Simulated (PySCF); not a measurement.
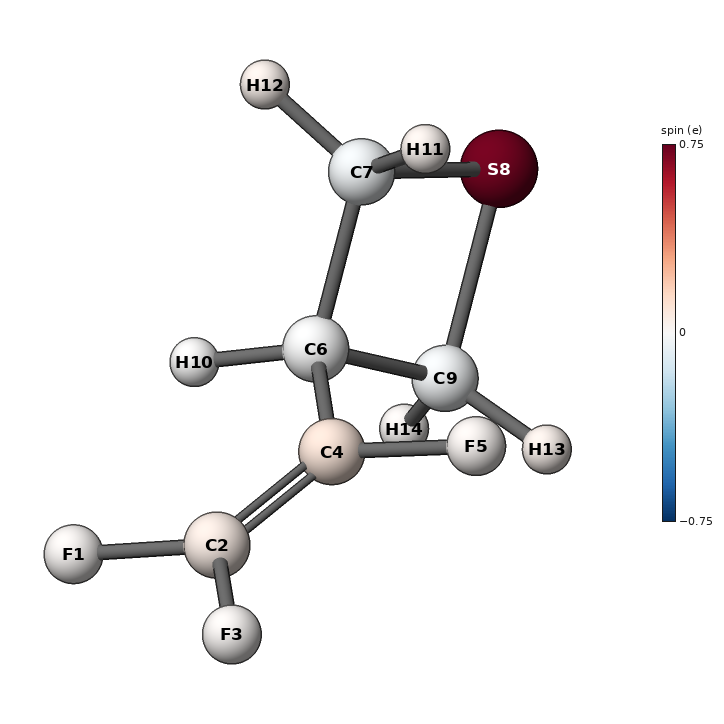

Atoms are coloured by their Mulliken spin populations. Charge +1, doublet. Computed geometry: GFN2-xTB optimisation. No frequency run is at hand to confirm it as a minimum. Method: UKS B3LYP, pcH-1 on C F H S, non-relativistic (PySCF 2.14.0).

Give the Mulliken spin populations atom by atom.

| atom | value (e) |
| --- | --- |
| F1 | 0.02 |
| C2 | 0.06 |
| F3 | 0.02 |
| C4 | 0.09 |
| F5 | 0.02 |
| C6 | 0.00 |
| C7 | −0.03 |
| S8 | 0.72 |
| C9 | −0.02 |
| H10 | 0.01 |
| H11 | 0.03 |
| H12 | 0.04 |
| H13 | 0.04 |
| H14 | 0.02 |

The run warned: orbitally degenerate or nearly so: second-order g, spin-orbit hyperfine and D do not apply.

Mulliken values depend strongly on the basis set.
